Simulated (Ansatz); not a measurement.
## Run report: Si4H11ClO4, geometry relaxation (part 1 of 3)

Si4H11ClO4, computed with RKS PBE0-D4/def2-TZVP (Ansatz 0.2.0).

The geometry is a transition state displaced along its imaginary mode. The reaction was set up to form Si1–O10 and O2–H9 and to break Si1–O2 and H9–O10 (atoms counted from 1 in the order of the input); sticks are drawn by distance alone. Figures and captions count atoms from 1; the log counts them from 0 in places.

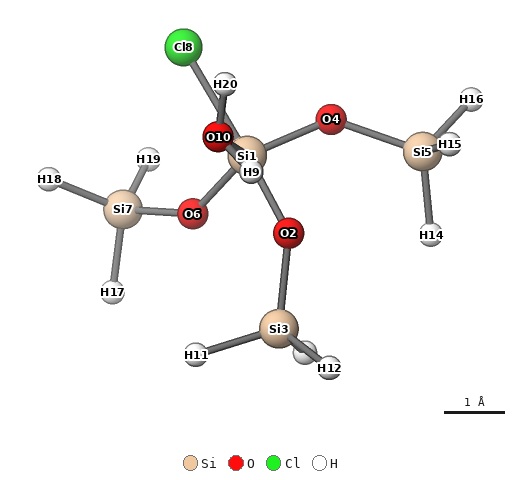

**Figure 1.** The starting structure (ball-and-stick view, seen at a tilt; atoms are numbered from 1 in the order of the input).

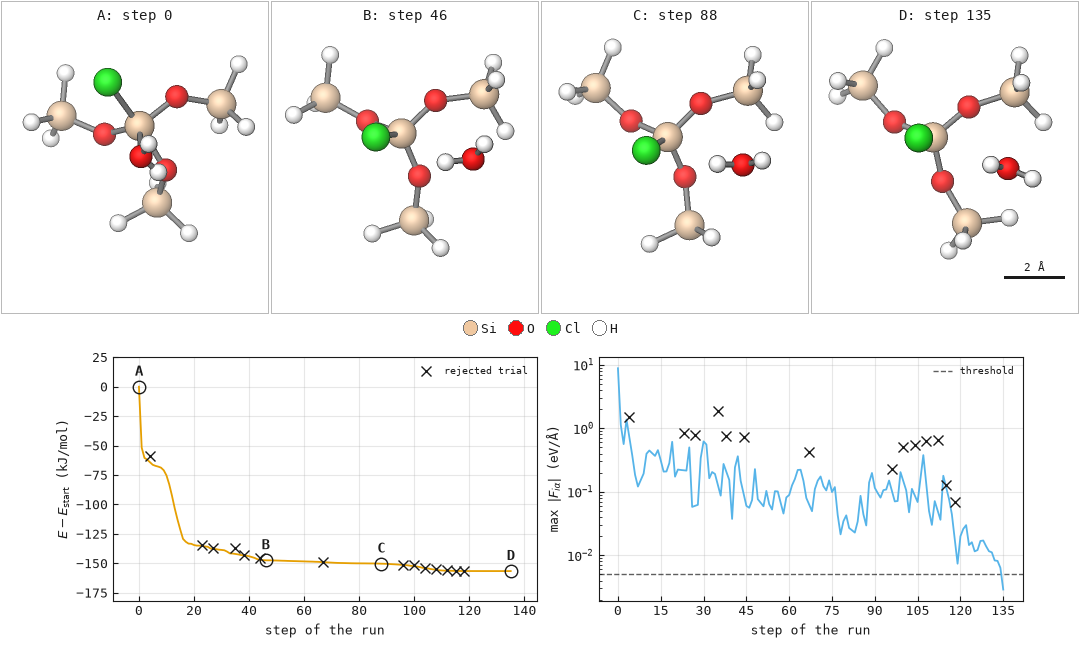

**Figure 2.** Frames of the relaxation (ball-and-stick view, seen at a tilt) above the curves, on which the letters mark them (the first geometry is step 0 here and step 1 in the log).

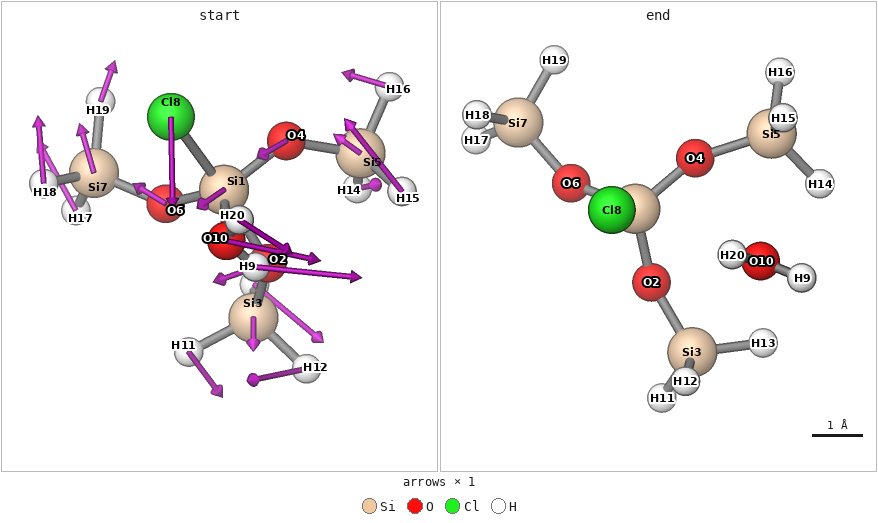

**Figure 3.** Before (left) and after (right) the relaxation, at one scale (ball-and-stick view, seen at a tilt). The pink arrows give the displacements, at true length. Over 135 geometry steps the energy falls by 156.5 kJ/mol. Largest force component: 8.8 eV/Å at the start, 0.0029 eV/Å at the end. The line search rejected the trial steps at points 4, 23, 27, 35, 38, 44, 67, 96 and more (counted from 0) and went back. The largest move after the best rigid fit is that of H13, 2.34 Å. Largest moves by element: H 2.34 Å, O 2.07 Å, Cl 1.88 Å, Si 1.08 Å. Among the contacts that change: Si1–O10 1.885 → 3.202 Å, Si1–O2 1.771 → 1.599 Å, Si1–Cl8 2.174 → 2.062 Å, H9–O10 0.862 → 0.960 Å. Bonds break: Si1–O10 (1.89 → 3.20 Å). Among the angles that change: O2–Si1–Cl8 159.4° → 109.5°, Si1–O2–Si3 129.8° → 151.9°, Si1–O4–Si5 132.5° → 151.9°. (Atoms are counted from 1 in the order of the input.)

The input and output of the run follow.

### Input file
```yaml
crystal:
  periodic: [false, false, false]
  atoms:
    - {symbol: Si, position_ang: [0.478705, -0.643305, 0.222254]}
    - {symbol: O, position_ang: [0.653993, 1.044154, -0.286026]}
    - {symbol: Si, position_ang: [-0.271213, 1.933767, -1.296721]}
    - {symbol: O, position_ang: [0.319143, -0.306443, 1.796949]}
    - {symbol: Si, position_ang: [0.139077, 1.110815, 2.619181]}
    - {symbol: O, position_ang: [-0.745326, -0.934411, -0.785943]}
    - {symbol: Si, position_ang: [-1.671424, -2.188755, -1.304386]}
    - {symbol: Cl, position_ang: [1.000341, -2.720305, 0.594068]}
    - {symbol: H, position_ang: [2.152063, 0.379246, -0.496649]}
    - {symbol: O, position_ang: [2.212187, -0.480317, -0.500450]}
    - {symbol: H, position_ang: [-0.249714, 1.395999, -2.688315]}
    - {symbol: H, position_ang: [0.279011, 3.317839, -1.333476]}
    - {symbol: H, position_ang: [-1.663679, 1.962314, -0.792865]}
    - {symbol: H, position_ang: [-0.939311, 1.948199, 2.044098]}
    - {symbol: H, position_ang: [1.417094, 1.867312, 2.620379]}
    - {symbol: H, position_ang: [-0.210342, 0.731511, 4.008578]}
    - {symbol: H, position_ang: [-2.734125, -1.556869, -2.118198]}
    - {symbol: H, position_ang: [-0.869451, -3.111133, -2.141101]}
    - {symbol: H, position_ang: [-2.263454, -2.904211, -0.151954]}
    - {symbol: H, position_ang: [2.966224, -0.845307, -0.009422]}
basis:
  gaussian: {orbitals: def2-TZVP}
hamiltonian: {xc: pbe0, dispersion: d4}
relax: {f_tol: 0.005, max_steps: 200}
```

Command:
```bash
ansatz run in.yaml --threads 4 --pin off --events-out ev --progress --plain --max-ram 66560MiB --backend cuda --devices 0, --max-vram 37GiB
```

### Output
```
Functional definition: PBE0
  name "PBE0"
  cite "Adamo & Barone, J. Chem. Phys. 110, 6158 (1999) doi:10.1063/1.478522"
  cite "Perdew, Burke & Ernzerhof, Phys. Rev. Lett. 77, 3865 (1996) doi:10.1103/PhysRevLett.77.3865"
  parent pbe
  parameter a = 0.25
  parameter kappa = 0.804
  parameter beta = 0.06672455060314922
  exchange = (1 - a)*pbe_x(kappa = kappa, mu = beta*pi^2/3) + a*exact_x
  correlation = pbe_c(beta = beta)
2428 factors; their error is unknown
mean field evaluation 1: about -52372.8006 eV, gradient 9.5e1 eV
mean field evaluation 2: about -52351.1014 eV, gradient 1.4e2 eV
mean field evaluation 4: about -52386.3873 eV, gradient 7.1e0 eV
mean field evaluation 8: about -52386.4648 eV, gradient 1.5e-1 eV
mean field evaluation 16: about -52386.6513 eV, gradient 3.7e-4 eV
mean field -52386.65129505 eV, -1925.1739261454 hartree, gradient 2.4e-5 eV, S^2 0.000000; 0 other end points of the search recorded, 0 dependent functions left out
the calculation of the forces begins
reference -52386.65134376 eV, -1925.1739279355 hartree; 58, 58 occupied and 317, 317 virtual orbitals, 2428 factors
relax step   1: F+E_penalty+E_count = -52387.28865684 eV  Δ(F+E_penalty+E_count) = +0.000e0 eV  max|allowed force component| = 8.801e0 eV/Å  Δτ_max = 0.0000 Å  (31 SCF iters, accepted)
these checks for a lower state are left out or cut short: starts, cluster_reference, orbital_swaps, neighbouring_geometries, increment
2428 factors; their error is unknown
mean field -52387.18982364 eV, -1925.1937167063 hartree, gradient 1.7e-5 eV, S^2 0.000000; 0 other end points of the search recorded, 0 dependent functions left out
the calculation of the forces begins
reference -52387.18987255 eV, -1925.1937185034 hartree; 58, 58 occupied and 317, 317 virtual orbitals, 2428 factors
relax step   2: F+E_penalty+E_count = -52387.82459145 eV  Δ(F+E_penalty+E_count) = -5.359e-1 eV  max|allowed force component| = 1.125e0 eV/Å  Δτ_max = 0.1294 Å  (32 SCF iters, accepted)
[... from here on the SCF iterations and repeated set-up lines of each step are left out, up to the last step ...]
relax step   3: F+E_penalty+E_count = -52387.91496353 eV  Δ(F+E_penalty+E_count) = -9.037e-2 eV  max|allowed force component| = 5.630e-1 eV/Å  Δτ_max = 0.2000 Å  (31 SCF iters, accepted)
relax step   4: F+E_penalty+E_count = -52387.93060398 eV  Δ(F+E_penalty+E_count) = -1.564e-2 eV  max|allowed force component| = 1.371e0 eV/Å  Δτ_max = 0.1420 Å  (31 SCF iters, accepted)
relax step   5: F+E_penalty+E_count = -52387.90221751 eV  Δ(F+E_penalty+E_count) = +2.839e-2 eV  max|allowed force component| = 1.515e0 eV/Å  Δτ_max = 0.1853 Å  (31 SCF iters, rejected (line search))
relax step   6: F+E_penalty+E_count = -52387.97573898 eV  Δ(F+E_penalty+E_count) = -4.513e-2 eV  max|allowed force component| = 3.777e-1 eV/Å  Δτ_max = 0.0862 Å  (31 SCF iters, accepted)
relax step   7: F+E_penalty+E_count = -52387.98512343 eV  Δ(F+E_penalty+E_count) = -9.384e-3 eV  max|allowed force component| = 1.847e-1 eV/Å  Δτ_max = 0.1000 Å  (32 SCF iters, accepted)
relax step   8: F+E_penalty+E_count = -52387.99189646 eV  Δ(F+E_penalty+E_count) = -6.773e-3 eV  max|allowed force component| = 1.208e-1 eV/Å  Δτ_max = 0.1500 Å  (31 SCF iters, accepted)
relax step   9: F+E_penalty+E_count = -52388.00090639 eV  Δ(F+E_penalty+E_count) = -9.010e-3 eV  max|allowed force component| = 1.529e-1 eV/Å  Δτ_max = 0.1462 Å  (31 SCF iters, accepted)
relax step  10: F+E_penalty+E_count = -52388.02389220 eV  Δ(F+E_penalty+E_count) = -2.299e-2 eV  max|allowed force component| = 1.933e-1 eV/Å  Δτ_max = 0.1952 Å  (31 SCF iters, accepted)
relax step  11: F+E_penalty+E_count = -52388.06948765 eV  Δ(F+E_penalty+E_count) = -4.560e-2 eV  max|allowed force component| = 3.964e-1 eV/Å  Δτ_max = 0.1963 Å  (32 SCF iters, accepted)
relax step  12: F+E_penalty+E_count = -52388.14794835 eV  Δ(F+E_penalty+E_count) = -7.846e-2 eV  max|allowed force component| = 4.465e-1 eV/Å  Δτ_max = 0.1933 Å  (32 SCF iters, accepted)
relax step  13: F+E_penalty+E_count = -52388.24844328 eV  Δ(F+E_penalty+E_count) = -1.005e-1 eV  max|allowed force component| = 4.042e-1 eV/Å  Δτ_max = 0.1949 Å  (32 SCF iters, accepted)
relax step  14: F+E_penalty+E_count = -52388.35978960 eV  Δ(F+E_penalty+E_count) = -1.113e-1 eV  max|allowed force component| = 3.669e-1 eV/Å  Δτ_max = 0.1948 Å  (32 SCF iters, accepted)
relax step  15: F+E_penalty+E_count = -52388.45771912 eV  Δ(F+E_penalty+E_count) = -9.793e-2 eV  max|allowed force component| = 4.525e-1 eV/Å  Δτ_max = 0.1942 Å  (31 SCF iters, accepted)
relax step  16: F+E_penalty+E_count = -52388.54579107 eV  Δ(F+E_penalty+E_count) = -8.807e-2 eV  max|allowed force component| = 3.120e-1 eV/Å  Δτ_max = 0.2000 Å  (31 SCF iters, accepted)
relax step  17: F+E_penalty+E_count = -52388.62753294 eV  Δ(F+E_penalty+E_count) = -8.174e-2 eV  max|allowed force component| = 2.077e-1 eV/Å  Δτ_max = 0.1999 Å  (31 SCF iters, accepted)
relax step  18: F+E_penalty+E_count = -52388.65316895 eV  Δ(F+E_penalty+E_count) = -2.564e-2 eV  max|allowed force component| = 2.087e-1 eV/Å  Δτ_max = 0.1998 Å  (31 SCF iters, accepted)
relax step  19: F+E_penalty+E_count = -52388.66926689 eV  Δ(F+E_penalty+E_count) = -1.610e-2 eV  max|allowed force component| = 2.821e-1 eV/Å  Δτ_max = 0.2000 Å  (30 SCF iters, accepted)
relax step  20: F+E_penalty+E_count = -52388.67094644 eV  Δ(F+E_penalty+E_count) = -1.680e-3 eV  max|allowed force component| = 6.116e-1 eV/Å  Δτ_max = 0.1630 Å  (31 SCF iters, accepted)
relax step  21: F+E_penalty+E_count = -52388.68204524 eV  Δ(F+E_penalty+E_count) = -1.110e-2 eV  max|allowed force component| = 1.728e-1 eV/Å  Δτ_max = 0.0802 Å  (32 SCF iters, accepted)
relax step  22: F+E_penalty+E_count = -52388.68688377 eV  Δ(F+E_penalty+E_count) = -4.839e-3 eV  max|allowed force component| = 2.236e-1 eV/Å  Δτ_max = 0.0820 Å  (30 SCF iters, accepted)
relax step  23: F+E_penalty+E_count = -52388.68731711 eV  Δ(F+E_penalty+E_count) = -4.333e-4 eV  max|allowed force component| = 2.204e-1 eV/Å  Δτ_max = 0.0051 Å  (24 SCF iters, accepted)
relax step  24: F+E_penalty+E_count = -52388.68540192 eV  Δ(F+E_penalty+E_count) = +1.915e-3 eV  max|allowed force component| = 8.295e-1 eV/Å  Δτ_max = 0.1951 Å  (31 SCF iters, rejected (line search))
relax step  25: F+E_penalty+E_count = -52388.69407008 eV  Δ(F+E_penalty+E_count) = -6.753e-3 eV  max|allowed force component| = 2.155e-1 eV/Å  Δτ_max = 0.0954 Å  (32 SCF iters, accepted)
relax step  26: F+E_penalty+E_count = -52388.69716982 eV  Δ(F+E_penalty+E_count) = -3.100e-3 eV  max|allowed force component| = 4.999e-1 eV/Å  Δτ_max = 0.0980 Å  (31 SCF iters, accepted)
relax step  27: F+E_penalty+E_count = -52388.71255507 eV  Δ(F+E_penalty+E_count) = -1.539e-2 eV  max|allowed force component| = 5.776e-2 eV/Å  Δτ_max = 0.1500 Å  (30 SCF iters, accepted)
relax step  28: F+E_penalty+E_count = -52388.71223387 eV  Δ(F+E_penalty+E_count) = +3.212e-4 eV  max|allowed force component| = 7.791e-1 eV/Å  Δτ_max = 0.1961 Å  (31 SCF iters, rejected (line search))
relax step  29: F+E_penalty+E_count = -52388.71803947 eV  Δ(F+E_penalty+E_count) = -5.484e-3 eV  max|allowed force component| = 6.226e-2 eV/Å  Δτ_max = 0.0862 Å  (31 SCF iters, accepted)
relax step  30: F+E_penalty+E_count = -52388.72255050 eV  Δ(F+E_penalty+E_count) = -4.511e-3 eV  max|allowed force component| = 3.398e-1 eV/Å  Δτ_max = 0.0975 Å  (31 SCF iters, accepted)
relax step  31: F+E_penalty+E_count = -52388.72486643 eV  Δ(F+E_penalty+E_count) = -2.316e-3 eV  max|allowed force component| = 6.204e-1 eV/Å  Δτ_max = 0.1434 Å  (31 SCF iters, accepted)
relax step  32: F+E_penalty+E_count = -52388.72795003 eV  Δ(F+E_penalty+E_count) = -3.084e-3 eV  max|allowed force component| = 5.539e-1 eV/Å  Δτ_max = 0.0172 Å  (33 SCF iters, accepted)
relax step  33: F+E_penalty+E_count = -52388.73962202 eV  Δ(F+E_penalty+E_count) = -1.167e-2 eV  max|allowed force component| = 1.632e-1 eV/Å  Δτ_max = 0.1156 Å  (31 SCF iters, accepted)
relax step  34: F+E_penalty+E_count = -52388.75553098 eV  Δ(F+E_penalty+E_count) = -1.591e-2 eV  max|allowed force component| = 2.045e-1 eV/Å  Δτ_max = 0.1999 Å  (30 SCF iters, accepted)
relax step  35: F+E_penalty+E_count = -52388.75656267 eV  Δ(F+E_penalty+E_count) = -1.032e-3 eV  max|allowed force component| = 1.906e-1 eV/Å  Δτ_max = 0.0147 Å  (33 SCF iters, accepted)
relax step  36: F+E_penalty+E_count = -52388.70390624 eV  Δ(F+E_penalty+E_count) = +5.266e-2 eV  max|allowed force component| = 1.884e0 eV/Å  Δτ_max = 0.1970 Å  (30 SCF iters, rejected (line search))
relax step  37: F+E_penalty+E_count = -52388.76407507 eV  Δ(F+E_penalty+E_count) = -7.512e-3 eV  max|allowed force component| = 8.688e-2 eV/Å  Δτ_max = 0.0985 Å  (31 SCF iters, accepted)
relax step  38: F+E_penalty+E_count = -52388.76947565 eV  Δ(F+E_penalty+E_count) = -5.401e-3 eV  max|allowed force component| = 2.741e-1 eV/Å  Δτ_max = 0.0975 Å  (30 SCF iters, accepted)
relax step  39: F+E_penalty+E_count = -52388.76710936 eV  Δ(F+E_penalty+E_count) = +2.366e-3 eV  max|allowed force component| = 7.566e-1 eV/Å  Δτ_max = 0.1438 Å  (30 SCF iters, rejected (line search))
relax step  40: F+E_penalty+E_count = -52388.77542683 eV  Δ(F+E_penalty+E_count) = -5.951e-3 eV  max|allowed force component| = 1.536e-1 eV/Å  Δτ_max = 0.0718 Å  (31 SCF iters, accepted)
relax step  41: F+E_penalty+E_count = -52388.78090394 eV  Δ(F+E_penalty+E_count) = -5.477e-3 eV  max|allowed force component| = 3.737e-2 eV/Å  Δτ_max = 0.0735 Å  (32 SCF iters, accepted)
relax step  42: F+E_penalty+E_count = -52388.78771839 eV  Δ(F+E_penalty+E_count) = -6.814e-3 eV  max|allowed force component| = 2.422e-1 eV/Å  Δτ_max = 0.1099 Å  (30 SCF iters, accepted)
relax step  43: F+E_penalty+E_count = -52388.79535013 eV  Δ(F+E_penalty+E_count) = -7.632e-3 eV  max|allowed force component| = 3.623e-1 eV/Å  Δτ_max = 0.1640 Å  (31 SCF iters, accepted)
relax step  44: F+E_penalty+E_count = -52388.80663973 eV  Δ(F+E_penalty+E_count) = -1.129e-2 eV  max|allowed force component| = 1.489e-1 eV/Å  Δτ_max = 0.2000 Å  (29 SCF iters, accepted)
relax step  45: F+E_penalty+E_count = -52388.80038003 eV  Δ(F+E_penalty+E_count) = +6.260e-3 eV  max|allowed force component| = 7.196e-1 eV/Å  Δτ_max = 0.1411 Å  (31 SCF iters, rejected (line search))
relax step  46: F+E_penalty+E_count = -52388.81481968 eV  Δ(F+E_penalty+E_count) = -8.180e-3 eV  max|allowed force component| = 6.005e-2 eV/Å  Δτ_max = 0.0681 Å  (32 SCF iters, accepted)
relax step  47: F+E_penalty+E_count = -52388.81618854 eV  Δ(F+E_penalty+E_count) = -1.369e-3 eV  max|allowed force component| = 5.594e-2 eV/Å  Δτ_max = 0.0976 Å  (31 SCF iters, accepted)
relax step  48: F+E_penalty+E_count = -52388.81647543 eV  Δ(F+E_penalty+E_count) = -2.869e-4 eV  max|allowed force component| = 7.409e-2 eV/Å  Δτ_max = 0.0457 Å  (31 SCF iters, accepted)
relax step  49: F+E_penalty+E_count = -52388.81660460 eV  Δ(F+E_penalty+E_count) = -1.292e-4 eV  max|allowed force component| = 2.275e-1 eV/Å  Δτ_max = 0.0441 Å  (32 SCF iters, accepted)
relax step  50: F+E_penalty+E_count = -52388.81769364 eV  Δ(F+E_penalty+E_count) = -1.089e-3 eV  max|allowed force component| = 7.646e-2 eV/Å  Δτ_max = 0.0208 Å  (32 SCF iters, accepted)
relax step  51: F+E_penalty+E_count = -52388.81816598 eV  Δ(F+E_penalty+E_count) = -4.723e-4 eV  max|allowed force component| = 6.713e-2 eV/Å  Δτ_max = 0.0274 Å  (32 SCF iters, accepted)
relax step  52: F+E_penalty+E_count = -52388.81903181 eV  Δ(F+E_penalty+E_count) = -8.658e-4 eV  max|allowed force component| = 5.908e-2 eV/Å  Δτ_max = 0.0298 Å  (32 SCF iters, accepted)
relax step  53: F+E_penalty+E_count = -52388.81993444 eV  Δ(F+E_penalty+E_count) = -9.026e-4 eV  max|allowed force component| = 1.033e-1 eV/Å  Δτ_max = 0.0844 Å  (31 SCF iters, accepted)
relax step  54: F+E_penalty+E_count = -52388.82056786 eV  Δ(F+E_penalty+E_count) = -6.334e-4 eV  max|allowed force component| = 6.385e-2 eV/Å  Δτ_max = 0.0228 Å  (32 SCF iters, accepted)
relax step  55: F+E_penalty+E_count = -52388.82162323 eV  Δ(F+E_penalty+E_count) = -1.055e-3 eV  max|allowed force component| = 5.251e-2 eV/Å  Δτ_max = 0.0554 Å  (31 SCF iters, accepted)
relax step  56: F+E_penalty+E_count = -52388.82232354 eV  Δ(F+E_penalty+E_count) = -7.003e-4 eV  max|allowed force component| = 1.021e-1 eV/Å  Δτ_max = 0.0657 Å  (30 SCF iters, accepted)
relax step  57: F+E_penalty+E_count = -52388.82307667 eV  Δ(F+E_penalty+E_count) = -7.531e-4 eV  max|allowed force component| = 1.012e-1 eV/Å  Δτ_max = 0.0306 Å  (31 SCF iters, accepted)
relax step  58: F+E_penalty+E_count = -52388.82361395 eV  Δ(F+E_penalty+E_count) = -5.373e-4 eV  max|allowed force component| = 6.754e-2 eV/Å  Δτ_max = 0.0189 Å  (32 SCF iters, accepted)
relax step  59: F+E_penalty+E_count = -52388.82440419 eV  Δ(F+E_penalty+E_count) = -7.902e-4 eV  max|allowed force component| = 4.541e-2 eV/Å  Δτ_max = 0.0467 Å  (30 SCF iters, accepted)
```
